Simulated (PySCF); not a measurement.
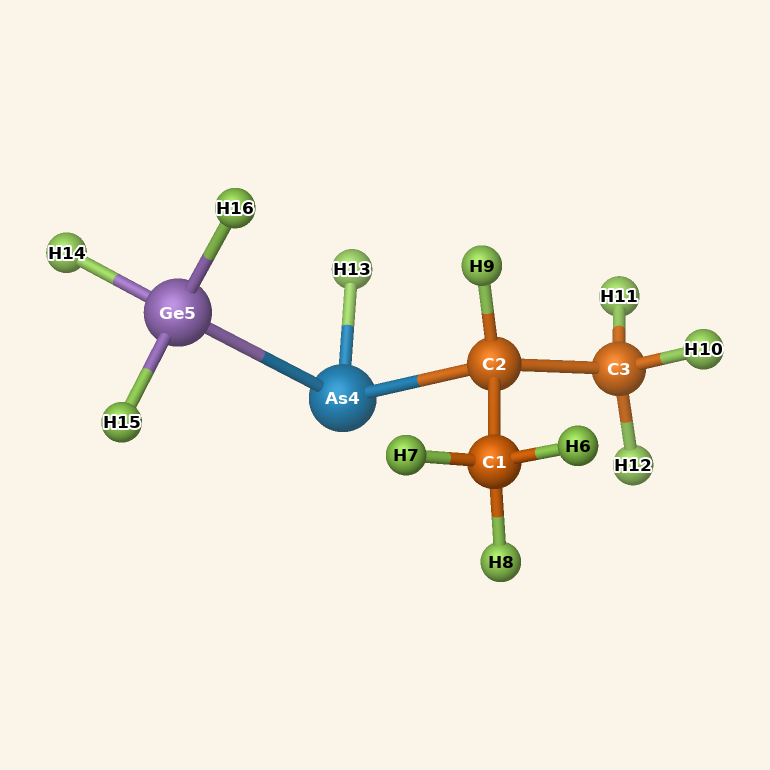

The geometry was computed by an optimisation with PBE0-D3(BJ)/def2-SVP. No frequency run is at hand to confirm it as a minimum. Level of theory: delta-SCF UKS SCAN, pcX-2 on the ionised atom, pcseg-1 elsewhere, spin-free X2C (PySCF 2.14.0).

Give the core-electron binding energies (to vacuum) of C1 1s, C2 1s.

```json
{"atom": "C1", "level": "1s", "binding energy (eV)": "290.6"}
{"atom": "C2", "level": "1s", "binding energy (eV)": "290.4"}
```
